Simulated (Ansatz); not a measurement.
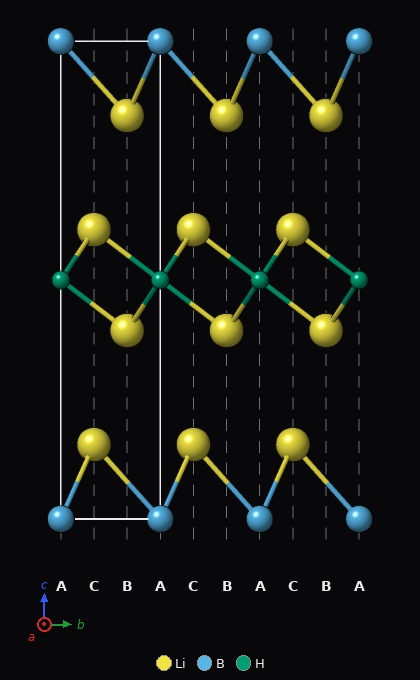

Projection along an edge of the hexagonal mesh, stacking direction c upwards. The dashed lines mark the three columns A (0, 0), B (1/3, 2/3) and C (2/3, 1/3). The sequence starts with the first layer at or above the cell's origin.

Li₄BH (space group P-3m1, No. 164). Coordinates: the end point of a relaxation with Ansatz 0.2.0, DFT PBE, scalar-relativistic, plane waves, PAW; the starting structure was generated, so it need not be a known form of this composition.

**Give the sequence of layers in one repeat, with element and column.**

B(A) – Li(C) – Li(B) – H(A) – Li(C) – Li(B) (six layers in 11.16 Å).
